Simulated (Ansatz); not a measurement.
# Fe under a change: 3 layers

The parent structure is Fe in the bcc (W type) structure (space group Im-3m, No. 229; a = 2.8650 Å; ferromagnetic). Axes: x, y, z lie along the cube axes.

It is then changed as follows: a free-standing slab of 3 layers (3 atoms, 1 a layer) is cut normal to [110], with 15 Å of vacuum and the in-plane cell held at bulk.

Method: DFT with r2SCAN, PAW potentials and a 500 eV plane-wave cutoff in Ansatz (a program for electronic structure), spin-orbit coupling left out, earlier PAW set. k-mesh 20×20×1 (Γ-centred); smearing 0.05 eV (Fermi–Dirac), for the changed cell.

The layer's space group (with vacuum) amounts to Cmmm (No. 65) and the band gap remains zero. The magnetic state is still ferromagnetic and the largest site moment goes up by 0.15 μB to 2.94 μB. The excess energy per area of both faces (slab less bulk energy over the cell's area: twice a surface energy) comes out as 5.0 J/m² (uncertain by up to 0.08 J/m²) and the thickness between the outermost nuclei amounts to 4.00 Å.

Final structure:

```
Fe
1.0
    2.48112     0.00000     0.00000
   -0.82704     2.33922     0.00000
    0.00000     0.00000    19.05165
Fe
3
Cartesian
  0.41352   0.58481   7.52629
  1.24056   1.75442   9.52583
  2.06760   2.92403  11.52536
```

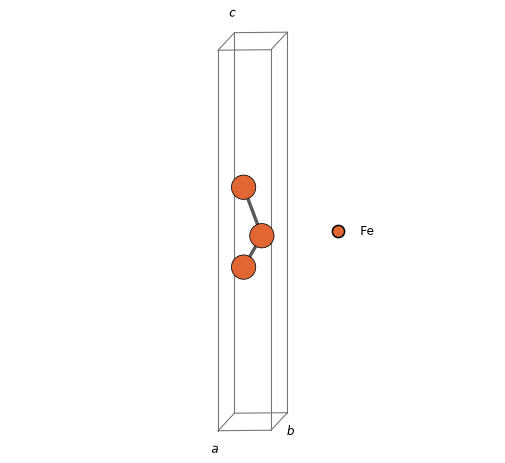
Figure. The relaxed cell after the change

Other magnetic orders, which the real material may have, were not ruled out. Slab and bulk use different k-meshes, which limits the precision of the excess energy. Stability against distortions was not tested.
